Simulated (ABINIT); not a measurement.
## MgGeSe3 (Pm-3m): zone-centre phonons

Which modes does MgGeSe3 (Pm-3m) have at the zone centre?

Method: DFT LDA, scalar-relativistic, plane waves, HGH norm-conserving pseudopotentials, in ABINIT 10.8.3.

The structure was built from a prototype and need not be the compound's stable phase.

## Step 1: Set-up

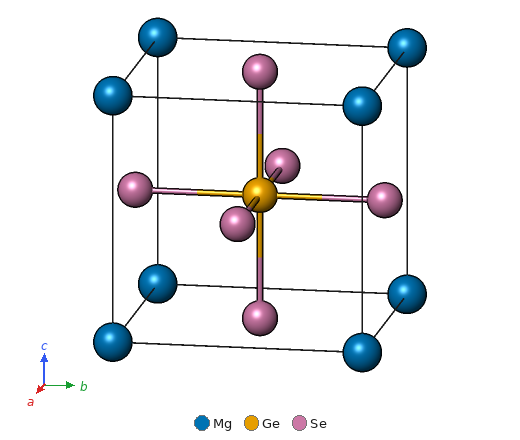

The cell as given, slightly off an axis (magnesium blue, germanium orange, selenium pink). Some periodic images of atoms are drawn too.

As a file:

```cif
data_structure
_symmetry_space_group_name_H-M 'P 1'
_symmetry_Int_Tables_number 1
_cell_length_a 4.9196
_cell_length_b 4.9196
_cell_length_c 4.9196
_cell_angle_alpha 90.000
_cell_angle_beta 90.000
_cell_angle_gamma 90.000
_cell_volume 119.07
loop_
_atom_site_label
_atom_site_type_symbol
_atom_site_fract_x
_atom_site_fract_y
_atom_site_fract_z
_atom_site_occupancy
Mg1 Mg 0.00000 0.00000 0.00000 1
Ge2 Ge 0.50000 0.50000 0.50000 1
Se3 Se 0.50000 0.50000 0.00000 1
Se4 Se 0.50000 0.00000 0.50000 1
Se5 Se 0.00000 0.50000 0.50000 1
```

## Step 2: A first look

A first run with smearing and empty bands tells whether the crystal has a gap, which decides between fixed occupations and smearing later on.

File probe.abi:

```
# ground state
tolvrs 1.0d-08
prtden 1
prtwf 1

# basis, mesh and filling
ecut 30.0
ixc 7
ngkpt 4 4 4
nshiftk 1
shiftk 0.0 0.0 0.0
istwfk *1
occopt 7
tsmear 0.005
nband 19
nstep 100
diemac 9.0
prtebands 0
prtgsr 0

# cell and atoms
acell 9.296696643 9.296696643 9.296696643
rprim 
    1.0 0.0 0.0
    0.0 1.0 0.0
    0.0 0.0 1.0
ntypat 3
znucl 12 32 34
natom 5
typat 1 2 3 3 3
xred 
    0.0 0.0 0.0
    0.5 0.5 0.5
    0.5 0.5 0.0
    0.5 0.0 0.5
    0.0 0.5 0.5
pp_dirpath "./pseudo"
pseudos "Mg.hgh, Ge.hgh, Se.hgh"
```

Started as:

```
OMP_NUM_THREADS=1 mpirun -n 4 abinit probe.abi > probe.log
```

Numbers of over 12 decimals in the logs are rounded to 6 here.

probe.abo, the main output file:

```text
[banners, grids, parts of the stress and lines that vanish by symmetry left out]
- input  file    -> probe.abi
- output file    -> probe.abo
- root for input  files -> probei
[...]
Symmetries : space group Pm -3 m (#221); Bravais cP (primitive cubic)
[...]
mpw =        6382          nfft =      110592          nkpt =          10
[...]
== DATASET  1 ==================================================================
[...]
cutoff_energies: {ecut:  30.0, pawecutdg:  -1.0, }
[...]
Exchange-correlation functional for the present dataset will be:
  LDA: Perdew-Wang 92 LSD fit to Ceperley-Alder data - ixc=7
[...]
ETOT  1  -33.321199208225    -3.332E+01 2.500E-02 2.035E+02
 ETOT  2  -33.383341814447    -6.214E-02 1.697E-03 9.844E+00
 ETOT  3  -33.385516871759    -2.175E-03 1.781E-04 6.490E-01
 ETOT  4  -33.385622082480    -1.052E-04 1.828E-04 5.227E-03
 ETOT  5  -33.385622931464    -8.490E-07 2.733E-05 1.743E-04
 ETOT  6  -33.385622945753    -1.429E-08 4.227E-05 5.214E-06
 ETOT  7  -33.385622946093    -3.399E-10 6.425E-06 1.201E-08
 ETOT  8  -33.385622946093    -6.395E-14 1.016E-05 1.240E-10
 At SCF step    8       vres2   =  1.24E-10 < tolvrs=  1.00E-08 =>converged.
[...]
sigma(1 1)=  4.60233735E-05  sigma(3 2)=  0.00000000E+00
  sigma(2 2)=  4.60233735E-05  sigma(3 1)=  0.00000000E+00
  sigma(3 3)=  4.60233735E-05  sigma(2 1)=  0.00000000E+00
[...]
convergence: {deltae: -6.395E-14, res2:  1.240E-10, residm:  1.016E-05, diffor: null, }
etotal    :  -3.33856229E+01
[...]
sigma(1 1)=  4.60233735E-05  sigma(3 2)=  0.00000000E+00
  sigma(2 2)=  4.60233735E-05  sigma(3 1)=  0.00000000E+00
  sigma(3 3)=  4.60233735E-05  sigma(2 1)=  0.00000000E+00
[...]
- sigma(1 1)=  1.35405440E+00  sigma(3 2)=  0.00000000E+00
- sigma(2 2)=  1.35405440E+00  sigma(3 1)=  0.00000000E+00
- sigma(3 3)=  1.35405440E+00  sigma(2 1)=  0.00000000E+00
[...]
fcart     -0.0000000000E+00 -0.0000000000E+00 -0.0000000000E+00
           strten      4.6023373487E-05  4.6023373487E-05  4.6023373487E-05
================================================================================

[key lines of the parts left out:]
pressure_GPa:  -1.3541E+00
```

It took 8.4 s on 4 MPI ranks of Arm Neoverse V2, shared host; 33 s of CPU time.

This step gave:

```
volume per atom   : 23.81 Å³
pressure          : -1.354 GPa
gap on the k-mesh : 0 eV
```

No gap opens on this mesh, so smearing is kept; the printed pressure holds the stress of the finite basis too.

## Step 3: Rough relaxation

The typed start is rough, so a first relaxation with smearing and loose thresholds takes it towards rest cheaply.

File prerelax.abi:

```
# relaxation
ionmov 2
optcell 2
dilatmx 1.15
chkdilatmx 0
ntime 40
tolmxf 3.0d-04
tolvrs 1.0d-10
prtwf 0
prtden 0
chksymtnons 0

# basis, mesh and filling
ecut 31.0
ecutsm 3.0
ixc 7
ngkpt 4 4 4
nshiftk 1
shiftk 0.0 0.0 0.0
istwfk *1
occopt 7
tsmear 0.005
nband 19
nstep 100
diemac 1000000.0
prtebands 0
prtgsr 0

# cell and atoms
acell 9.296696643 9.296696643 9.296696643
rprim 
    1.0 0.0 0.0
    0.0 1.0 0.0
    0.0 0.0 1.0
ntypat 3
znucl 12 32 34
natom 5
typat 1 2 3 3 3
xred 
    0.0 0.0 0.0
    0.5 0.5 0.5
    0.5 0.5 0.0
    0.5 0.0 0.5
    0.0 0.5 0.5
pp_dirpath "./pseudo"
pseudos "Mg.hgh, Ge.hgh, Se.hgh"
```

Started as:

```
OMP_NUM_THREADS=1 mpirun -n 4 abinit prerelax.abi > prerelax.log
```

prerelax.abo, the main output file:

```text
[banners, grids, parts of the stress and lines that vanish by symmetry left out]
- input  file    -> prerelax.abi
- output file    -> prerelax.abo
- root for input  files -> prerelaxi
[...]
Symmetries : space group Pm -3 m (#221); Bravais cP (primitive cubic)
[...]
mpw =       10116          nfft =      157464          nkpt =          10
[...]
== DATASET  1 ==================================================================
[...]
cutoff_energies: {ecut:  31.0, pawecutdg:  -1.0, }
[...]
Exchange-correlation functional for the present dataset will be:
  LDA: Perdew-Wang 92 LSD fit to Ceperley-Alder data - ixc=7
[...]
ETOT  1  -33.325393563603    -3.333E+01 2.161E-02 2.900E+02
 ETOT  2  -33.384525648195    -5.913E-02 1.964E-03 6.325E+00
 ETOT  3  -33.385435982054    -9.103E-04 3.093E-04 8.842E-01
 ETOT  4  -33.385523387048    -8.740E-05 2.765E-04 2.555E-02
[...]
ETOT  9  -33.385861083167     9.734E-13 2.692E-11 7.809E-13
 At SCF step    9       vres2   =  7.81E-13 < tolvrs=  1.00E-10 =>converged.
[...]
sigma(1 1)= -8.22174688E-07  sigma(3 2)=  0.00000000E+00
  sigma(2 2)= -8.22174688E-07  sigma(3 1)=  0.00000000E+00
  sigma(3 3)= -8.22174688E-07  sigma(2 1)=  0.00000000E+00
[...]
convergence: {deltae:  9.734E-13, res2:  7.809E-13, residm:  2.692E-11, diffor: null, }
etotal    :  -3.33858611E+01
[...]
At Broyd/MD step   3, gradients are converged :
[...]
sigma(1 1)= -8.22174688E-07  sigma(3 2)=  0.00000000E+00
  sigma(2 2)= -8.22174688E-07  sigma(3 1)=  0.00000000E+00
  sigma(3 3)= -8.22174688E-07  sigma(2 1)=  0.00000000E+00
[...]
- sigma(1 1)= -2.41892145E-02  sigma(3 2)=  0.00000000E+00
- sigma(2 2)= -2.41892145E-02  sigma(3 1)=  0.00000000E+00
- sigma(3 3)= -2.41892145E-02  sigma(2 1)=  0.00000000E+00
[...]
fcart     -0.0000000000E+00 -0.0000000000E+00 -0.0000000000E+00
           strten     -8.2217468823E-07 -8.2217468823E-07 -8.2217468823E-07
================================================================================

[key lines of the parts left out:]
pressure_GPa:   2.4189E-02
Total energy (etotal) [Ha]= -3.33858610831673E+01
```

Wall time 42 s (4 MPI ranks); 2.8 min of CPU time.

The steps of the relaxation:

```tsv
step	energy less that of the first step (eV)	largest force (eV/Å)	volume (Å³)
1	0.0000	0.0000	119.07
2	-0.0029	0.0000	118.64
3	-0.0091	0.0000	116.58
```

```tsv
conventional cell, symmetrised	before	after	change
a (Å)	4.920	4.885	-0.7 %
b (Å)	4.920	4.885	-0.7 %
c (Å)	4.920	4.885	-0.7 %
volume (Å³/atom)	23.81	23.32	-2.1 %
```

The relaxed structure:

```xyz
5
Lattice="4.8851 0.0000 0.0000 0.0000 4.8851 0.0000 0.0000 0.0000 4.8851" Properties=species:S:1:pos:R:3 pbc="T T T"
Mg    0.0000    0.0000    0.0000
Ge    2.4426    2.4426    2.4426
Se    2.4426    2.4426    0.0000
Se    2.4426    0.0000    2.4426
Se    0.0000    2.4426    2.4426
```

Numbers from this step:

```yaml
volume_per_atom: 23.32 Å³
pressure: 0.02419 GPa
```

The volume changes by -2.1 % in this run and stands -2.1 % from the first cell.

## Step 4: Relaxing the cell and atoms

The harmonic expansion needs vanishing forces, and a free crystal bears no stress, so cell and atoms are brought to rest. Stress is more sensitive to the basis than forces are: the last 3 Ha under the cutoff are smoothed with ecutsm, and the cutoff is raised above that of the later runs.

File relax.abi:

```
# relaxation
ionmov 2
optcell 2
dilatmx 1.08
ntime 40
tolmxf 1.0d-05
tolvrs 1.0d-14
prtwf 0
prtden 0
chksymtnons 0

# basis, mesh and filling
ecut 38.0
ecutsm 3.0
ixc 7
ngkpt 6 6 6
nshiftk 1
shiftk 0.0 0.0 0.0
istwfk *1
occopt 3
tsmear 0.01
nband 19
nstep 100
diemac 1000000.0
prtebands 0
prtgsr 0

# cell and atoms
acell 9.231559756 9.231559756 9.231559756
rprim 
    1.0 0.0 0.0
    0.0 1.0 0.0
    0.0 0.0 1.0
ntypat 3
znucl 12 32 34
natom 5
typat 1 2 3 3 3
xred 
    0.0 0.0 0.0
    0.5 0.5 0.5
    0.5 0.5 0.0
    0.5 0.0 0.5
    0.0 0.5 0.5
pp_dirpath "./pseudo"
pseudos "Mg.hgh, Ge.hgh, Se.hgh"
```

Started as:

```
OMP_NUM_THREADS=1 mpirun -n 4 abinit relax.abi > relax.log
```

relax.abo, the main output file:

```text
[banners, grids, parts of the stress and lines that vanish by symmetry left out]
- input  file    -> relax.abi
- output file    -> relax.abo
- root for input  files -> relaxi
[...]
Symmetries : space group Pm -3 m (#221); Bravais cP (primitive cubic)
[...]
mpw =       11164          nfft =      216000          nkpt =          20
[...]
== DATASET  1 ==================================================================
[...]
cutoff_energies: {ecut:  38.0, pawecutdg:  -1.0, }
[...]
Exchange-correlation functional for the present dataset will be:
  LDA: Perdew-Wang 92 LSD fit to Ceperley-Alder data - ixc=7
[...]
ETOT  1  -33.318913674196    -3.332E+01 2.334E-02 4.218E+02
 ETOT  2  -33.393849298651    -7.494E-02 1.071E-03 3.352E+01
 ETOT  3  -33.397624222396    -3.775E-03 1.469E-03 1.447E+00
 ETOT  4  -33.397740208786    -1.160E-04 6.664E-04 1.295E-02
 ETOT  5  -33.397741066136    -8.574E-07 4.062E-04 5.678E-04
[...]
At SCF step   11       vres2   =  1.62E-15 < tolvrs=  1.00E-14 =>converged.
[...]
sigma(1 1)= -1.57242099E-05  sigma(3 2)=  0.00000000E+00
  sigma(2 2)= -1.57242099E-05  sigma(3 1)=  0.00000000E+00
  sigma(3 3)= -1.57242099E-05  sigma(2 1)=  0.00000000E+00
[...]
convergence: {deltae:  4.206E-12, res2:  1.617E-15, residm:  1.304E-06, diffor: null, }
etotal    :  -3.33977411E+01
[...]
ETOT  1  -33.397736853514    -3.340E+01 4.880E-07 3.535E-01
[...]
At SCF step    9       vres2   =  8.08E-15 < tolvrs=  1.00E-14 =>converged.
[...]
sigma(1 1)= -1.29568672E-05  sigma(3 2)=  0.00000000E+00
  sigma(2 2)= -1.29568672E-05  sigma(3 1)=  0.00000000E+00
  sigma(3 3)= -1.29568672E-05  sigma(2 1)=  0.00000000E+00
[...]
convergence: {deltae:  1.720E-12, res2:  8.078E-15, residm:  4.424E-09, diffor: null, }
etotal    :  -3.33977571E+01
[...]
ETOT  1  -33.397327727863    -3.340E+01 2.119E-07 8.049E+00
[...]
At SCF step   10       vres2   =  3.57E-15 < tolvrs=  1.00E-14 =>converged.
[...]
sigma(1 1)= -1.47082784E-07  sigma(3 2)=  0.00000000E+00
  sigma(2 2)= -1.47082784E-07  sigma(3 1)=  0.00000000E+00
  sigma(3 3)= -1.47082784E-07  sigma(2 1)=  0.00000000E+00
[...]
convergence: {deltae:  1.144E-12, res2:  3.572E-15, residm:  3.643E-11, diffor: null, }
etotal    :  -3.33977914E+01
[...]
ETOT  1  -33.397791344109    -3.340E+01 4.302E-11 1.051E-03
[...]
ETOT  7  -33.397791404466    -8.384E-13 6.794E-13 3.463E-13
 ETOT  8  -33.397791404466    -4.974E-14 3.690E-13 6.690E-15
 At SCF step    8       vres2   =  6.69E-15 < tolvrs=  1.00E-14 =>converged.
[...]
sigma(1 1)= -1.40254214E-09  sigma(3 2)=  0.00000000E+00
  sigma(2 2)= -1.40254214E-09  sigma(3 1)=  0.00000000E+00
  sigma(3 3)= -1.40254213E-09  sigma(2 1)=  0.00000000E+00
[...]
convergence: {deltae: -4.974E-14, res2:  6.690E-15, residm:  3.690E-13, diffor: null, }
etotal    :  -3.33977914E+01
[...]
At Broyd/MD step   4, gradients are converged :
[...]
sigma(1 1)= -1.40254214E-09  sigma(3 2)=  0.00000000E+00
  sigma(2 2)= -1.40254214E-09  sigma(3 1)=  0.00000000E+00
  sigma(3 3)= -1.40254213E-09  sigma(2 1)=  0.00000000E+00
[...]
- sigma(1 1)= -4.12642143E-05  sigma(3 2)=  0.00000000E+00
- sigma(2 2)= -4.12642143E-05  sigma(3 1)=  0.00000000E+00
- sigma(3 3)= -4.12642142E-05  sigma(2 1)=  0.00000000E+00
[...]
fcart     -0.0000000000E+00 -0.0000000000E+00 -0.0000000000E+00
           strten     -1.4025421358E-09 -1.4025421352E-09 -1.4025421343E-09
================================================================================

[key lines of the parts left out:]
pressure_GPa:   4.1264E-05
Total energy (etotal) [Ha]= -3.33977914044663E+01
```

Elapsed: 2 min, on 4 MPI ranks.

Relaxation path:

```tsv
step	energy less that of the first step (eV)	largest force (eV/Å)	volume (Å³)
1	0.0000	0.0000	116.58
2	-0.0004	0.0000	116.75
3	-0.0014	0.0000	117.53
4	-0.0014	0.0000	117.54
```

```tsv
conventional cell, symmetrised	before	after	change
a (Å)	4.885	4.898	+0.3 %
b (Å)	4.885	4.898	+0.3 %
c (Å)	4.885	4.898	+0.3 %
volume (Å³/atom)	23.32	23.51	+0.8 %
```

Final coordinates:

```xyz
5
Lattice="4.8984 0.0000 0.0000 0.0000 4.8984 0.0000 0.0000 0.0000 4.8984" Properties=species:S:1:pos:R:3 pbc="T T T"
Mg    0.0000    0.0000    0.0000
Ge    2.4492    2.4492    2.4492
Se    2.4492    2.4492    0.0000
Se    2.4492    0.0000    2.4492
Se    0.0000    2.4492    2.4492
```

Numbers from this step:

```
volume per atom : 23.51 Å³
pressure        : 4.13e-5 GPa
```

The volume changes by +0.8 % in this run and stands -1.3 % from the first cell.

## Step 5: Self-consistent run for the response

First-order wavefunctions inherit every error of the ground state, hence the very tight tolvrs. Smearing stays on, as the first look found no gap above 0.3 eV.

File gs.abi:

```
# ground state
tolvrs 1.0d-16
prtden 1
prtwf 1

# basis, mesh and filling
ecut 30.0
ixc 7
ngkpt 6 6 6
nshiftk 1
shiftk 0.0 0.0 0.0
istwfk *1
occopt 3
tsmear 0.01
nband 19
nstep 100
diemac 1000000.0
prtebands 0
prtgsr 0

# cell and atoms
acell 9.256706552 9.256706552 9.256706552
rprim 
    1.0 0.0 0.0
    0.0 1.0 0.0
    0.0 0.0 1.0
ntypat 3
znucl 12 32 34
natom 5
typat 1 2 3 3 3
xred 
    0.0 0.0 0.0
    0.5 0.5 0.5
    0.5 0.5 0.0
    0.5 0.0 0.5
    0.0 0.5 0.5
pp_dirpath "./pseudo"
pseudos "Mg.hgh, Ge.hgh, Se.hgh"
```

Started as:

```
OMP_NUM_THREADS=1 mpirun -n 4 abinit gs.abi > gs.log
```

gs.abo, the main output file:

```text
[banners, grids, parts of the stress and lines that vanish by symmetry left out]
- input  file    -> gs.abi
- output file    -> gs.abo
- root for input  files -> gsi
[...]
Symmetries : space group Pm -3 m (#221); Bravais cP (primitive cubic)
[...]
mpw =        6254          nfft =      110592          nkpt =          20
[...]
== DATASET  1 ==================================================================
[...]
cutoff_energies: {ecut:  30.0, pawecutdg:  -1.0, }
[...]
Exchange-correlation functional for the present dataset will be:
  LDA: Perdew-Wang 92 LSD fit to Ceperley-Alder data - ixc=7
[...]
ETOT  1  -33.327893984684    -3.333E+01 1.813E-02 2.178E+02
 ETOT  2  -33.393057092245    -6.516E-02 4.034E-03 1.820E+01
 ETOT  3  -33.396865370766    -3.808E-03 1.933E-04 8.805E-01
 ETOT  4  -33.396996929932    -1.316E-04 2.284E-04 8.009E-03
 ETOT  5  -33.396998120573    -1.191E-06 4.267E-05 4.087E-04
[...]
ETOT 11  -33.396998162148    -7.105E-15 4.141E-06 1.376E-15
 ETOT 12  -33.396998162150    -1.435E-12 5.114E-06 1.408E-17
 At SCF step   12       vres2   =  1.41E-17 < tolvrs=  1.00E-16 =>converged.
[...]
sigma(1 1)=  5.97813659E-06  sigma(3 2)=  0.00000000E+00
  sigma(2 2)=  5.97813659E-06  sigma(3 1)=  0.00000000E+00
  sigma(3 3)=  5.97813659E-06  sigma(2 1)=  0.00000000E+00
[...]
convergence: {deltae: -1.435E-12, res2:  1.408E-17, residm:  5.114E-06, diffor: null, }
etotal    :  -3.33969982E+01
[...]
sigma(1 1)=  5.97813659E-06  sigma(3 2)=  0.00000000E+00
  sigma(2 2)=  5.97813659E-06  sigma(3 1)=  0.00000000E+00
  sigma(3 3)=  5.97813659E-06  sigma(2 1)=  0.00000000E+00
[...]
- sigma(1 1)=  1.75882851E-01  sigma(3 2)=  0.00000000E+00
- sigma(2 2)=  1.75882851E-01  sigma(3 1)=  0.00000000E+00
- sigma(3 3)=  1.75882851E-01  sigma(2 1)=  0.00000000E+00
[...]
fcart     -0.0000000000E+00 -0.0000000000E+00 -0.0000000000E+00
           strten      5.9781365946E-06  5.9781365946E-06  5.9781365946E-06
================================================================================

[key lines of the parts left out:]
pressure_GPa:  -1.7588E-01
```

It took 18 s on 4 MPI ranks.

Read from the output:

| Item | Value |
| --- | --- |
| pressure | -0.1759 GPa |

The cell stands at -0.18 GPa: the relaxation ran with a smoothed and higher cutoff, and the difference is a stress of the finite basis.

(Continued in part 2 of 4.)

[Host names and launcher messages were left out of these logs when they were recorded.]

[Logs are printed without paths, hosts, clocks, repeated set-up lines and the standing remarks that a program may print on its own settings, such as how far it seeks lower states.]

[Hosts, paths, dates, database ids (printed as entryN), source tags and the programs' standing remarks are cut or masked in the printed files.]
